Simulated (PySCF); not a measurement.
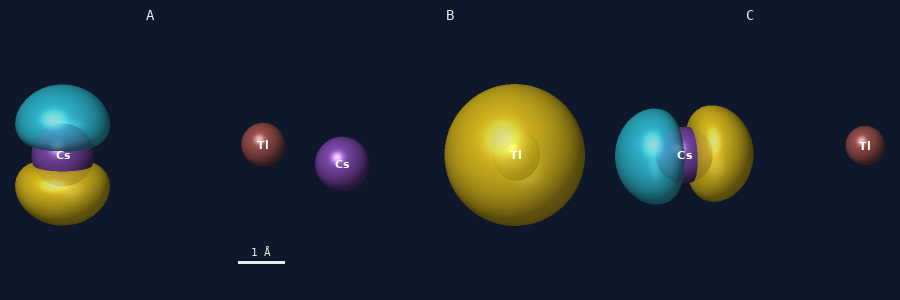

Figure. CsTl (charge +1, doublet). Three frontier β-spin orbitals, each drawn at the value that holds 80 % of its norm (yellow and cyan are the two phases), in no order; of a degenerate pair one member is drawn.

Core potentials replace the inner electrons of Cs and Tl.

Level of theory: PBE0/def2-SVPD, non-relativistic Hamiltonian with scalar-relativistic core potentials where named, at a bond length of 4.504 Å in PySCF.

Question: Label each orbital by symmetry, say whether it is occupied, and order them by energy.

Answer: Orbital A: π, occupied in this spin, −19.31 eV; almost wholly on Cs.
Orbital C: σ, occupied in this spin, −19.21 eV; almost wholly on Cs.
Orbital B: σ, occupied in this spin, −13.59 eV; almost wholly on Tl.
